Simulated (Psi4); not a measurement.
# SiPH3Cl (SMILES [PH][SiH2]Cl) at UPBE/cc-pVTZ (sweep point 6)

Aim: the vertical electron affinity of SiPH3Cl at UPBE/cc-pVTZ (sweep point 6), from 2 runs. 

The results are computed with Psi4 1.11.

## 1. The structure to begin with

The species is SiPH3Cl (6 atoms), meant as a doublet with charge 0. As SMILES, `[PH][SiH2]Cl`. The coordinates come from a GFN2-xTB relaxation. This is one conformer, not always the lowest.

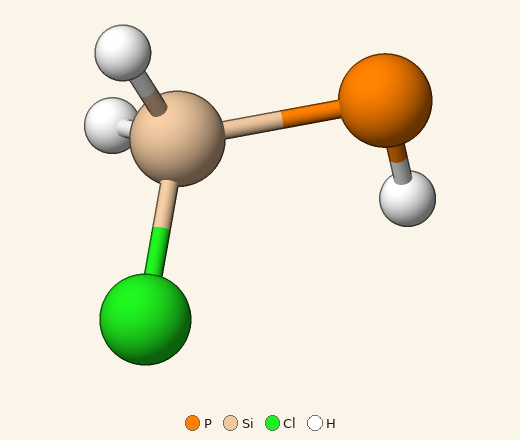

Viewed from a chosen angle; phosphorus orange, silicon light orange, chlorine green, hydrogen white.

## 2. A single-point energy at UPBE/cc-pVTZ (sweep point 6)

Contents of calc.in:

```
memory 1600 mb

molecule {
  0 2
  P     -1.339730    -1.164950    -0.165130
  Si     0.470670     0.053950     0.283950
  Cl    -0.004750     2.023370     0.399910
  H     -1.621900    -0.494180    -1.352200
  H      1.500480    -0.061210    -0.748210
  H      0.995240    -0.356970     1.581680
  symmetry c1
}

set {
  basis cc-pVTZ
  reference uks
  puream true
  scf_type pk
  dft_radial_points 99
  dft_spherical_points 590
  maxiter 150
}

E = energy('pbe')
print_variables()
```

Started as:

```console
$ psi4 -n 1 calc.in calc.out
```

calc.out:

```text
[...]
  Running in c1 symmetry.
[...]
  Nuclear repulsion =  183.698200664115490
[...]
  Multiplicity = 2
[...]
  Nalpha       = 25
  Nbeta        = 24
[...]
    Number of basis functions: 144
[...]
   @UKS iter   1: -1092.28630971737653   -1.01324e-01   3.39896e-03 DIIS/ADIIS
[...]
   @UKS iter   9: -1092.40228923900645   -2.98451e-08   6.15848e-07 DIIS
[...]
   @S^2 Observed:                7.546452940E-01
[...]
    Orbital Energies [Eh]
    ---------------------
    Alpha Occupied:
       1A   -100.698646     2A    -76.349841     3A    -65.463934
       4A     -9.184566     5A     -7.006846     6A     -7.000760
       7A     -7.000450     8A     -6.328210     9A     -5.091761
      10A     -4.550457    11A     -4.543870    12A     -4.541037
      13A     -3.504831    14A     -3.501585    15A     -3.500687
      16A     -0.764170    17A     -0.592392    18A     -0.480336
      19A     -0.366040    20A     -0.358368    21A     -0.332410
      22A     -0.306467    23A     -0.283524    24A     -0.255291
      25A     -0.232080
    Alpha Virtual:
[...]
  @UKS Final Energy: -1092.40228923900645
   => Energetics <=
    Nuclear Repulsion Energy =            183.6982006641154896
    One-Electron Energy =               -1876.3512295132786676
    Two-Electron Energy =                 673.2509068227948319
    DFT Exchange-Correlation Energy =     -73.0001672126382459
    Empirical Dispersion Energy =           0.0000000000000000
    VV10 Nonlocal Energy =                  0.0000000000000000
    Total Energy =                      -1092.4022892390064499
[...]
 Multipole Moments:
 ------------------------------------------------------------------------------------
     Multipole            Electronic (a.u.)      Nuclear  (a.u.)        Total (a.u.)
 ------------------------------------------------------------------------------------
 L = 1.  Multiply by 2.5417464519 to convert [e a0] to [Debye]
 Dipole X            :         -2.2204055            2.3509159            0.1305104
 Dipole Y            :          1.7440962           -1.9978231           -0.2537269
 Dipole Z            :          0.6780300           -0.8620916           -0.1840615
 Magnitude           :                                                    0.3395423
[...]
```

Wall time 38 s (1 thread of Intel Xeon 6975P-C (Granite Rapids), shared host); peak memory 1.4 GiB.

## 3. The singlet anion at the same level

Contents of calc.dat:

```
memory 1.6 GB

molecule {
  -1 1
  P     -1.339730    -1.164950    -0.165130
  Si     0.470670     0.053950     0.283950
  Cl    -0.004750     2.023370     0.399910
  H     -1.621900    -0.494180    -1.352200
  H      1.500480    -0.061210    -0.748210
  H      0.995240    -0.356970     1.581680
  symmetry c1
}

set puream true
set scf_type pk
set dft_radial_points 99
set dft_spherical_points 590

result, w = energy("pbe/cc-pVTZ", return_wfn=True)
print_variables()
```

Started as:

```console
$ psi4 -n 1 calc.dat calc.out
```

calc.out:

```text
[...]
  Running in c1 symmetry.
[...]
  Nuclear repulsion =  183.698200664115490
[...]
  Multiplicity = 1
[...]
  Nalpha       = 25
  Nbeta        = 25
[...]
    Number of basis functions: 144
[...]
   @RKS iter   1: -1092.20668567828011   -2.17003e-02   4.57738e-03 ADIIS/DIIS
[...]
   @RKS iter   9: -1092.46960775032449   -2.77916e-07   8.95673e-07 DIIS
[...]
    Orbital Energies [Eh]
    ---------------------
    Doubly Occupied:
       1A   -100.517187     2A    -76.073797     3A    -65.263664
       4A     -9.004601     5A     -6.825984     6A     -6.820980
       7A     -6.820716     8A     -6.054043     9A     -4.890541
      10A     -4.272980    11A     -4.270564    12A     -4.267048
      13A     -3.303871    14A     -3.300367    15A     -3.299301
      16A     -0.585901    17A     -0.343115    18A     -0.276376
      19A     -0.180945    20A     -0.170469    21A     -0.137028
      22A     -0.108719    23A     -0.088163    24A     -0.024685
      25A      0.039619
[...]
  @RKS Final Energy: -1092.46960775032449
   => Energetics <=
    Nuclear Repulsion Energy =            183.6982006641154896
    One-Electron Energy =               -1886.7740970094632758
    Two-Electron Energy =                 683.8395025907668696
    DFT Exchange-Correlation Energy =     -73.2332139957435828
    Empirical Dispersion Energy =           0.0000000000000000
    VV10 Nonlocal Energy =                  0.0000000000000000
    Total Energy =                      -1092.4696077503244851
[...]
 Multipole Moments:
 ------------------------------------------------------------------------------------
     Multipole            Electronic (a.u.)      Nuclear  (a.u.)        Total (a.u.)
 ------------------------------------------------------------------------------------
 L = 1.  Multiply by 2.5417464519 to convert [e a0] to [Debye]
 Dipole X            :         -1.4557569            2.3509159            0.8951589
 Dipole Y            :          3.4001727           -1.9978231            1.4023496
 Dipole Z            :          1.0987693           -0.8620916            0.2366778
 Magnitude           :                                                    1.6804494
[...]
```

Wall time 32 s (1 thread of Intel Xeon 6975P-C (Granite Rapids), shared host); peak memory 1.4 GiB.

## 4. Outcome

Level: UPBE/cc-pVTZ (sweep point 6).

| quantity | value |
| --- | --- |
| doublet SiPH3Cl: total energy | -1092.40229 Eh |
| doublet SiPH3Cl: dipole moment | 0.86 D |
| doublet SiPH3Cl: HOMO energy (highest over α and β) | -6.32 eV |
| doublet SiPH3Cl: LUMO energy (lowest over α and β) | -4.69 eV |
| doublet SiPH3Cl: ⟨S²⟩ | 0.755 |
| singlet anion: total energy | -1092.46961 Eh |
| singlet anion: HOMO energy | 1.08 eV |
| singlet anion: LUMO energy | 4.42 eV |
| singlet anion: HOMO–LUMO gap (to an unbound level, set by the basis) | 3.35 eV |
| vertical electron affinity (to the singlet anion) | 1.832 eV |

**Reading.** At fixed nuclei the extra electron is bound by 1.83 eV (42 kcal/mol). The HOMO (singlet anion) lies at positive energy, 1.08 eV, as semi-local functionals often give for anions; only total energies tell whether the electron is bound.
